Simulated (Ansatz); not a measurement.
# BH4−: geometry and frequencies at several levels

The task, for BH4−: geometry and frequencies at several levels. Charge -1.

Program: Ansatz 0.2.0. Level of theory: the levels named in each step. These are calculated values, not measurements.

## 1. The starting structure

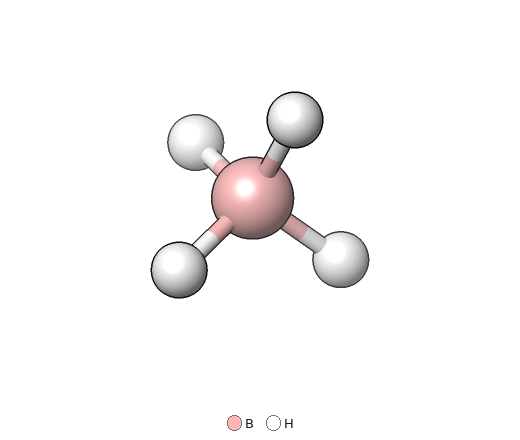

Start, viewed from a chosen angle; boron pink, hydrogen white.

Structure file:

```xyz
5

B    -0.0001   -0.0001    0.0001
H    -0.7825   -0.8249   -0.4655
H     0.1659   -0.2234    1.1967
H    -0.4600    1.1297   -0.1470
H     1.0774   -0.0800   -0.5851
```

## 2. A rough first relaxation, PBE-D4/def2-SVPD

This run stands in another session on the same molecule. It ended at:

```xyz
5

B     0.0001    0.0003   -0.0002
H    -0.7978   -0.8413   -0.4753
H     0.1693   -0.2273    1.2206
H    -0.4701    1.1524   -0.1492
H     1.0992   -0.0827   -0.5968
```

## 3. Relaxation, PBE0-D4/def2-TZVPPD

This run stands in another session on the same molecule. It ended at:

```xyz
5

B     0.0001    0.0003   -0.0002
H    -0.7884   -0.8313   -0.4697
H     0.1673   -0.2246    1.2062
H    -0.4645    1.1387   -0.1474
H     1.0861   -0.0818   -0.5897
```

## 4. Relaxation, CCSD(T)/aug-cc-pV(T+d)Z

File input.yaml:

```yaml
crystal:
  periodic: [false, false, false]
  atoms:
    - { symbol: B, position_ang: [0.00013371, 0.00025729, -0.00015998] }
    - { symbol: H, position_ang: [-0.78837338, -0.83132117, -0.46969151] }
    - { symbol: H, position_ang: [0.16728895, -0.22460736, 1.20616372] }
    - { symbol: H, position_ang: [-0.46451153, 1.13874461, -0.14737028] }
    - { symbol: H, position_ang: [1.08613225, -0.08179337, -0.58974196] }
total_charge: -1
basis:
  gaussian: { orbitals: "aug-cc-pV(T+d)Z.json" }
correlation:
  method: ccsd_t
relax:
  f_tol: 0.002
  max_steps: 40
```

The run is started by

```
$ ansatz run input.yaml --threads 2 --pin off --max-ram 5120MiB --backend cpu --events-out ev --progress --plain --runs-dir out
```

Log, cut to the lines that bear on the results:

```text
Warning: RAYON_NUM_THREADS=2 ignored (pool sized by the plan → 2); use --threads N
[...]
Functional definition: HF
[...]
891 factors; integrals over basis functions are off by at most 1.4e-4 eV
[...]
mean field -734.36293300 eV, -26.9873400189 hartree, gradient 1.9e-6 eV, S^2 0.000000; 1 other end points of the search recorded, 0 dependent functions left out
1 core orbitals not correlated: weight in the atoms' cores, before any rotation towards them, 1.000 or more for the frozen orbitals, at most 0.000 for the correlated occupied ones
reference -734.36293300 eV, -26.9873400189 hartree; 4, 4 occupied and 133, 133 virtual orbitals, 891 factors
second order -4.59982140 eV of doubles, -0.00000000 eV of singles
cycle   1  -5.06895970 eV  change   -4.7e-1 eV  update   5.1e-2
[...]
perturbative correction -0.15976763 eV, -0.0058713520 hartree
[...]
relax step   1: F+E_penalty+E_count = -739.77478871 eV  Δ(F+E_penalty+E_count) = +0.000e0 eV  max|allowed force component| = 2.256e-2 eV/Å  Δτ_max = 0.0000 Å  (47 SCF iters, accepted)
[...]
relax step   2: F+E_penalty+E_count = -739.77483845 eV  Δ(F+E_penalty+E_count) = -4.974e-5 eV  max|allowed force component| = 7.583e-3 eV/Å  Δτ_max = 0.0008 Å  (29 SCF iters, accepted)
[...]
relax step   3: F+E_penalty+E_count = -739.77484497 eV  Δ(F+E_penalty+E_count) = -6.518e-6 eV  max|allowed force component| = 1.182e-5 eV/Å  Δτ_max = 0.0004 Å  (21 SCF iters, accepted)
891 factors; integrals over basis functions are off by at most 1.4e-4 eV
mean field -734.36328138 eV, -26.9873528214 hartree, gradient 3.6e-6 eV, S^2 0.000000; 2 other end points of the search recorded, 0 dependent functions left out
[...]
1 core orbitals not correlated: weight in the atoms' cores, before any rotation towards them, 1.000 or more for the frozen orbitals, at most 0.000 for the correlated occupied ones
reference -734.36328138 eV, -26.9873528214 hartree; 4, 4 occupied and 133, 133 virtual orbitals, 891 factors
second order -4.59900608 eV of doubles, -0.00000000 eV of singles
[...]
cycle   9  -5.25172828 eV  change    1.6e-7 eV  update   4.0e-6
perturbative correction -0.15983530 eV, -0.0058738388 hartree
[...]
Total energy: -739.77484496 eV, -27.1862241148 hartree
Atom 0 at     0.000134     0.000257    -0.000160 Å, force    -0.000000    -0.000000     0.000000 eV/Å
Atom 1 at    -0.789143    -0.832134    -0.470158 Å, force    -0.000003    -0.000005    -0.000012 eV/Å
Atom 2 at     0.167455    -0.224821     1.207346 Å, force     0.000004     0.000006     0.000011 eV/Å
Atom 3 at    -0.464971     1.139858    -0.147509 Å, force    -0.000009     0.000008     0.000006 eV/Å
Atom 4 at     1.087195    -0.081881    -0.590319 Å, force     0.000008    -0.000009    -0.000004 eV/Å
Dipole moment:     0.000000     0.000000     0.000000 e Å
```

Wall time 98 s (2 threads of Intel Xeon Platinum 8259CL at 2.50GHz (Skylake/Cascade Lake), shared host); peak memory 1.5 GiB.

Relaxation path:

```csv
step,energy from step 1 (eV),largest force component (eV/Å)
1,0.0000,0.0226
2,0.0000,0.0076
3,-0.0001,0.0000
```

Step 1 is the start.

Before: Bond lengths: B1–H2 1.238 Å, B1–H3 1.238 Å, B1–H4 1.238 Å, B1–H5 1.238 Å. Angles: H2–B1–H3 109.5°, H2–B1–H4 109.5°, H2–B1–H5 109.5°, H3–B1–H4 109.5°, H3–B1–H5 109.5°, H4–B1–H5 109.5°.

After: Bond lengths: B1–H2 1.240 Å, B1–H3 1.240 Å, B1–H4 1.240 Å, B1–H5 1.240 Å. Angles: H2–B1–H3 109.5°, H2–B1–H4 109.5°, H2–B1–H5 109.5°, H3–B1–H4 109.5°, H3–B1–H5 109.5°, H4–B1–H5 109.5°.

## 5. Frequencies, CCSD(T)/aug-cc-pV(T+d)Z

File input.yaml:

```yaml
crystal:
  periodic: [false, false, false]
  atoms:
    - { symbol: B, position_ang: [0.00013371, 0.00025729, -0.00015998] }
    - { symbol: H, position_ang: [-0.78914302, -0.83213372, -0.47015818] }
    - { symbol: H, position_ang: [0.16745529, -0.22482054, 1.20734576] }
    - { symbol: H, position_ang: [-0.46497105, 1.13985818, -0.14750855] }
    - { symbol: H, position_ang: [1.08719507, -0.08188121, -0.59031907] }
total_charge: -1
basis:
  gaussian: { orbitals: "aug-cc-pV(T+d)Z.json" }
correlation:
  method: ccsd_t
phonons: {}
```

The run is started by

```
$ ansatz run input.yaml --threads 2 --pin off --max-ram 5120MiB --backend cpu --events-out ev --progress --plain --runs-dir out
```

Log, cut to the lines that bear on the results:

```text
Warning: RAYON_NUM_THREADS=2 ignored (pool sized by the plan → 2); use --threads N
[...]
[... 1 set-up line as earlier in the session ...]
[...]
891 factors; integrals over basis functions are off by at most 1.6e-4 eV
[...]
mean field -734.36328138 eV, -26.9873528214 hartree, gradient 2.5e-6 eV, S^2 0.000000; 1 other end points of the search recorded, 0 dependent functions left out
1 core orbitals not correlated: weight in the atoms' cores, before any rotation towards them, 1.000 or more for the frozen orbitals, at most 0.000 for the correlated occupied ones
reference -734.36328138 eV, -26.9873528214 hartree; 4, 4 occupied and 133, 133 virtual orbitals, 891 factors
second order -4.59900603 eV of doubles, -0.00000000 eV of singles
cycle   1  -5.06831584 eV  change   -4.7e-1 eV  update   5.1e-2
[...]
perturbative correction -0.15983528 eV, -0.0058738382 hartree
[...]
891 factors; integrals over basis functions are off by at most 1.6e-4 eV
[...]
reference -734.36335224 eV, -26.9873554253 hartree; 4, 4 occupied and 133, 133 virtual orbitals, 891 factors
second order -4.59872083 eV of doubles, -0.00000000 eV of singles
[...]
cycle   9  -5.25160326 eV  change    2.5e-7 eV  update   4.0e-6
perturbative correction -0.15985922 eV, -0.0058747181 hartree
[...]
Total energy: -739.77484473 eV, -27.1862241063 hartree
Atom 0 at     0.000134     0.000257    -0.000160 Å, force    -0.000000    -0.000001     0.000000 eV/Å
Atom 1 at    -0.789143    -0.832134    -0.470158 Å, force    -0.000011    -0.000007    -0.000020 eV/Å
Atom 2 at     0.167455    -0.224821     1.207346 Å, force     0.000011     0.000007     0.000019 eV/Å
Atom 3 at    -0.464971     1.139858    -0.147509 Å, force    -0.000003     0.000002     0.000001 eV/Å
Atom 4 at     1.087195    -0.081881    -0.590319 Å, force     0.000002    -0.000002    -0.000001 eV/Å
Dipole moment:    -0.000000    -0.000000     0.000000 e Å
Vibrations: 1087.35 1087.40 1087.41 1203.09 1203.11 2254.21 2254.22 2254.24 2265.90 cm⁻¹, zero-point energy 0.911093 eV
```

Run time: 4.6 min. Hardware: 2 threads of Intel Xeon Platinum 8259CL at 2.50GHz (Skylake/Cascade Lake), shared host; peak memory 1.5 GiB.

Harmonic frequencies (cm⁻¹; negative: imaginary): 1087, 1087, 1087, 1203, 1203, 2254, 2254, 2254, 2266.

## 6. Geometries side by side

```
                  level  B1–H2 (Å)  B1–H3 (Å)  rotational constants (MHz)  highest frequency (cm⁻¹)  CPU time
    PBE0-D4/def2-TZVPPD     1.2384     1.2384      122610, 122610, 122610                         -     6.9 s
CCSD(T)/aug-cc-pV(T+d)Z     1.2396     1.2396      122370, 122370, 122370                      2266   3.2 min
```

Constants are for the commonest isotopes at the equilibrium geometry; times are CPU times of the relaxations.

## 7. Summary of results

| quantity | value |
| --- | --- |
| B1–H2 at CCSD(T)/aug-cc-pV(T+d)Z | 1.240 Å |
| B1–H3 at CCSD(T)/aug-cc-pV(T+d)Z | 1.240 Å |
| frequencies at CCSD(T)/aug-cc-pV(T+d)Z | 1087 to 2266 cm⁻¹ |

What this shows: The B–H distance spreads over 0.001 Å, from PBE0-D4/def2-TZVPPD (shortest) to CCSD(T)/aug-cc-pV(T+d)Z. No mode is imaginary, so the geometry is a minimum.
